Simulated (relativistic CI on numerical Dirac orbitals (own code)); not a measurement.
# Fe²⁺: 2p photoemission with charge transfer

Wanted: the shape of the 2p photoemission spectrum of Fe²⁺ in a cubic metal-ligand cluster, for 3 values of Delta.

The numbers are computed with relativistic CI on numerical Dirac orbitals (own code) version 3 (charge-transfer multiplet model of a cubic metal-ligand cluster with up to 2 ligand holes, Slater and spin-orbit integrals from Dirac-Coulomb-Breit ions, Slater integrals scaled by 0.9), except any that are marked as measured or tabulated.

### 1 The system

```
ion                  : Fe²⁺ (Fe III)
nuclear charge       : 26
electrons            : 24
d electrons          : 6
ligand holes at most : 2
parameters           : in eV; Veg, Vt2g hoppings, tenDq and tenDqL metal and ligand splittings (negative tenDq: tetrahedral), red the scaling of hopping with a core hole
temperature          : 20 K
widths               : Lorentz 0.6 eV, Gauss 0.8 eV
```

### 2 Delta = 6.3 eV

Settings of the run:

```ini
cluster ion=Fe2+ d6 ligand_holes=2 slater_scale=0.9
Delta=6.3 Udd=6.2 Upd=6.9 tenDq=0.25 tenDqL=1.6 Veg=1.85 Vt2g=-0.88 red=1
spectrum xps 2p T=20 lorentz=0.6 gauss=0.8
```

Launch:

```sh
python run_levels.py task.json out
```

The settings of every run stand in task.json; they run in order.

The program writes no log. Results of the run, from its result record (rounded, main fields), cut to the lines that bear on the results:

```text
{
  "status": "converged",
  "curve, one point in 7 above 2 % of the maximum [energy, intensity] [eV from the first main peak; 1/eV]": [
    [-3.1, 0.003259],
    [-2.4, 0.005054],
    [-1.7, 0.009476],
    [-1, 0.02853],
    [-0.3, 0.1089],
    [0.4, 0.11],
    [1.1, 0.08568],
    [1.8, 0.09285],
    [2.5, 0.0815],
    [3.2, 0.05996],
    [3.9, 0.04277],
    [4.6, 0.04468],
    [5.3, 0.04481],
    [6, 0.04976],
    [6.7, 0.04737],
    [7.4, 0.02993],
    [8.1, 0.02219],
    [8.8, 0.01715],
    [9.5, 0.01409],
    [10.2, 0.0146],
    [10.9, 0.01461],
    [11.6, 0.01218],
    [12.3, 0.01169],
    [13, 0.01524],
    [13.7, 0.03694],
    [14.4, 0.07608],
    [15.1, 0.07331],
    [15.8, 0.04933],
    "... 12 more rows left out ..."
  ],
  "weights": [0.885031, 0.11245, 0.00251899],
  "n_d": 6.11749,
  "n_eg": 2.10016,
  "ground_S": 1.9993,
  "ground_energy [eV]": -4.95381,
  "cluster_levels [E_eV, degeneracy, S, weight_dn]": [
    [9.77e-15, 3, 1.999, 0.885],
    [0.02197, 2, 1.999, 0.8852],
    [0.02391, 3, 1.999, 0.8851],
    [0.05387, 1, 1.998, 0.8854],
    [0.05845, 3, 1.999, 0.8852],
    [0.06163, 3, 1.999, 0.885],
    [0.5918, 1, 1.999, 0.9146],
    [0.5928, 3, 1.999, 0.9145],
    [0.5937, 2, 1.999, 0.9144],
    [0.5949, 3, 1.999, 0.9143],
    [0.596, 1, 1.999, 0.9142],
    [1.791, 2, 0.9997, 0.7845],
    [1.795, 3, 1, 0.7845],
    [1.835, 1, 0.982, 0.784],
    [1.838, 3, 1.001, 0.7847],
    [2.11, 3, 0.9963, 0.7967],
    [2.116, 2, 1, 0.7962],
    [2.122, 3, 0.9998, 0.8018],
    [2.123, 1, 0.9996, 0.8041],
    [2.348, 3, 0.9945, 0.8186],
    [2.353, 1, 0.971, 0.8157],
    [2.355, 2, 0.9995, 0.8191],
    "... 2 more rows left out ..."
  ],
  "atomic [eV]": {"ground": {"F2dd": 9.81282, "F4dd": 6.09259, "zeta_d": 0.0489848}, "final": {"F2dd": 11.4844, "F4dd": 7.18285, "zeta_d": 0.0748087, "zeta_core": 8.12998, "F2cd": 6.73162, "G1cd": 5.07796, "G3cd": 2.88623}}
}
```

It took 4.9 s on 1 thread of Neoverse-V1, shared host; peak memory 0.22 GiB.

### 3 Delta = 8.3 eV

Settings of the run:

```ini
cluster ion=Fe2+ d6 ligand_holes=2 slater_scale=0.9
Delta=8.3 Udd=6.2 Upd=6.9 tenDq=0.25 tenDqL=1.6 Veg=1.85 Vt2g=-0.88 red=1
spectrum xps 2p T=20 lorentz=0.6 gauss=0.8
```

From the record:

```text
{
  "status": "converged",
  "curve, one point in 11 above 2 % of the maximum [energy, intensity] [eV from the first main peak; 1/eV]": [
    [-3.4, 0.003061],
    [-2.3, 0.006066],
    [-1.2, 0.02221],
    [-0.1, 0.1438],
    [1, 0.1022],
    [2.1, 0.09381],
    [3.2, 0.06432],
    [4.3, 0.03696],
    [5.4, 0.04016],
    [6.5, 0.0347],
    [7.6, 0.0272],
    [8.7, 0.01357],
    [9.8, 0.01203],
    [10.9, 0.01025],
    [12, 0.01024],
    [13.1, 0.01602],
    [14.2, 0.07188],
    [15.3, 0.0813],
    [16.4, 0.03991],
    [17.5, 0.0226],
    [18.6, 0.01295],
    [19.7, 0.01449],
    [20.8, 0.01215],
    [21.9, 0.00662],
    [23, 0.005611]
  ],
  "weights": [0.92192, 0.0768294, 0.00125061],
  "n_d": 6.07933,
  "n_eg": 2.06843,
  "ground_S": 1.9993,
  "ground_energy [eV]": -4.76046,
  "cluster_levels [E_eV, degeneracy, S, weight_dn]": [
    [2.665e-14, 3, 1.999, 0.9219],
    [0.02174, 2, 1.999, 0.922],
    [0.02379, 3, 1.999, 0.922],
    [0.05325, 1, 1.999, 0.9222],
    [0.05823, 3, 1.999, 0.922],
    [0.06164, 3, 1.999, 0.9219],
    [0.5393, 1, 1.999, 0.9433],
    [0.5405, 3, 1.999, 0.9432],
    [0.5416, 2, 1.999, 0.9431],
    [0.543, 3, 1.999, 0.943],
    [0.5443, 1, 1.999, 0.9429],
    [1.957, 2, 0.9995, 0.8603],
    [1.961, 3, 1, 0.8603],
    [2.001, 1, 0.986, 0.8602],
    [2.003, 3, 1.001, 0.8607],
    [2.247, 3, 0.9963, 0.8741],
    [2.248, 1, 0.9995, 0.8784],
    [2.251, 3, 0.9997, 0.8771],
    [2.254, 2, 1, 0.8739],
    [2.447, 3, 0.9954, 0.8877],
    [2.453, 2, 0.9993, 0.8878],
    [2.454, 1, 0.9957, 0.8875],
    "... 2 more rows left out ..."
  ],
  "atomic [eV]": {"ground": {"F2dd": 9.81282, "F4dd": 6.09259, "zeta_d": 0.0489848}, "final": {"F2dd": 11.4844, "F4dd": 7.18285, "zeta_d": 0.0748087, "zeta_core": 8.12998, "F2cd": 6.73162, "G1cd": 5.07796, "G3cd": 2.88623}}
}
```

Wall time 4.9 s (1 thread of Neoverse-V1, shared host); peak memory 0.23 GiB.

### 4 Delta = 9.3 eV

Settings of the run:

```ini
cluster ion=Fe2+ d6 ligand_holes=2 slater_scale=0.9
Delta=9.3 Udd=6.2 Upd=6.9 tenDq=0.25 tenDqL=1.6 Veg=1.85 Vt2g=-0.88 red=1
spectrum xps 2p T=20 lorentz=0.6 gauss=0.8
```

From the record:

```text
{
  "status": "converged",
  "curve, one point in 11 above 2 % of the maximum [energy, intensity] [eV from the first main peak; 1/eV]": [
    [-3.3, 0.003316],
    [-2.2, 0.006805],
    [-1.1, 0.02827],
    [0, 0.1501],
    [1.1, 0.1082],
    [2.2, 0.08971],
    [3.3, 0.06444],
    [4.4, 0.03405],
    [5.5, 0.03696],
    [6.6, 0.03242],
    [7.7, 0.02422],
    [8.8, 0.01316],
    [9.9, 0.01042],
    [11, 0.009014],
    [12.1, 0.00987],
    [13.2, 0.01825],
    [14.3, 0.07709],
    [15.4, 0.08319],
    [16.5, 0.03972],
    [17.6, 0.02286],
    [18.7, 0.01103],
    [19.8, 0.01006],
    [20.9, 0.01059],
    [22, 0.005519],
    [23.1, 0.004503]
  ],
  "weights": [0.934321, 0.0647664, 0.000912835],
  "n_d": 6.06659,
  "n_eg": 2.05791,
  "ground_S": 1.9993,
  "ground_energy [eV]": -4.68776,
  "cluster_levels [E_eV, degeneracy, S, weight_dn]": [
    [3.908e-14, 3, 1.999, 0.9343],
    [0.02164, 2, 1.999, 0.9344],
    [0.02375, 3, 1.999, 0.9344],
    [0.05298, 1, 1.999, 0.9346],
    [0.05814, 3, 1.999, 0.9344],
    [0.06167, 3, 1.999, 0.9343],
    [0.5189, 1, 1.999, 0.9527],
    [0.5201, 3, 1.999, 0.9526],
    [0.5213, 2, 1.999, 0.9525],
    [0.5228, 3, 1.999, 0.9524],
    [0.5242, 1, 1.999, 0.9523],
    [2.014, 2, 0.9994, 0.8853],
    [2.018, 3, 1, 0.8853],
    [2.058, 1, 0.9873, 0.8854],
    [2.059, 3, 1.001, 0.8857],
    [2.287, 1, 0.9994, 0.9015],
    [2.29, 3, 0.9964, 0.8981],
    [2.291, 3, 0.9996, 0.9005],
    [2.297, 2, 1, 0.898],
    [2.477, 3, 0.9957, 0.9089],
    [2.484, 2, 0.9992, 0.909],
    [2.484, 1, 0.9971, 0.909],
    "... 2 more rows left out ..."
  ],
  "atomic [eV]": {"ground": {"F2dd": 9.81282, "F4dd": 6.09259, "zeta_d": 0.0489848}, "final": {"F2dd": 11.4844, "F4dd": 7.18285, "zeta_d": 0.0748087, "zeta_core": 8.12998, "F2cd": 6.73162, "G1cd": 5.07796, "G3cd": 2.88623}}
}
```

Wall time 4.7 s (1 thread of Neoverse-V1, shared host); peak memory 0.23 GiB.

### 5 Comparison

| run | d count | weight without ligand hole | ground S | up to four highest peaks (% of the highest), eV from the first main peak |
| --- | --- | --- | --- | --- |
| Delta = 6.3 eV | 6.12 | 0.89 | 2.00 | 0.0 (100), 1.8 (71), 6.3 (39), 14.7 (61) |
| Delta = 8.3 eV | 6.08 | 0.92 | 2.00 | 0.0 (100), 1.4 (74), 5.7 (28), 14.9 (60) |
| Delta = 9.3 eV | 6.07 | 0.93 | 2.00 | 0.0 (100), 1.5 (79), 5.9 (25), 15.0 (61) |

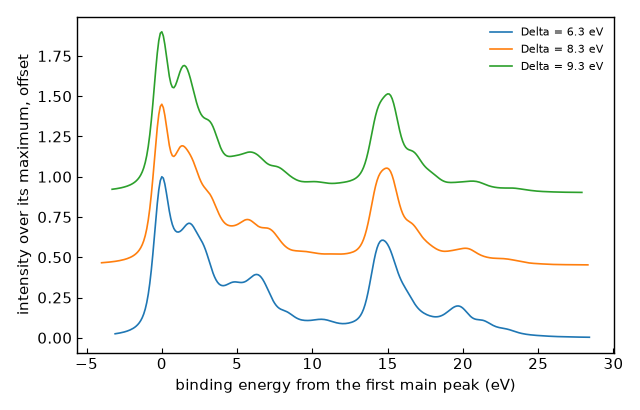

The spectra, each scaled to its maximum and offset.

### 6 Results

| quantity | value |
| --- | --- |
| d count | 6.07 to 6.12 |
| ground spin (effective S from ⟨S²⟩) | 2.00 |

**Reading.** From Delta = 6.3 eV to Delta = 9.3 eV the ground-state d count goes from 6.12 to 6.07. In the first run d6 holds 89 % of the ground state. The cluster parameters are drawn, not fitted to a compound.
